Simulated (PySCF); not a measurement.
```yaml
atoms:
  - { symbol: B, position_ang: [-1.2099, -1.2671, 0.0566] }
  - { symbol: C, position_ang: [-0.4498, 0.0771, -0.0997] }
  - { symbol: C, position_ang: [-1.0899, 1.2446, -0.5088] }
  - { symbol: C, position_ang: [0.8782, 0.0731, 0.1745] }
  - { symbol: C, position_ang: [2.1407, 0.0168, 0.4167] }
  - { symbol: H, position_ang: [-0.6456, -2.2145, 0.4440] }
  - { symbol: H, position_ang: [-2.3445, -1.3249, -0.2171] }
  - { symbol: H, position_ang: [-2.1402, 1.2415, -0.7306] }
  - { symbol: H, position_ang: [-0.5581, 2.1753, -0.6107] }
  - { symbol: H, position_ang: [2.8679, -0.2208, -0.3495] }
  - { symbol: H, position_ang: [2.5565, 0.2016, 1.3986] }
```

Geometry: GFN2-xTB.

Level of theory: UKS B3LYP, pcH-1 on B C H, non-relativistic, mean-field spin-orbit, GIAO in PySCF.

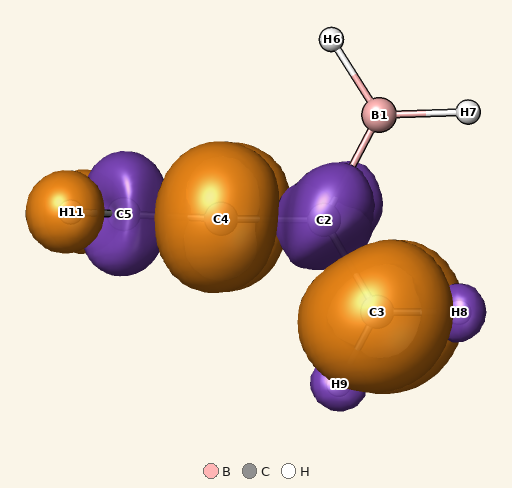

C₄H₆B (doublet). Isosurfaces of the spin density (α minus β) at +0.015 (orange) and −0.015 e/Å³ (purple), seen across its widest extent.

**Describe the spin distribution.**

The unpaired spin (1 electron) lies mostly on C3 (about 0.5) and C4 (about 0.4), in electrons by Hirshfeld's partition.
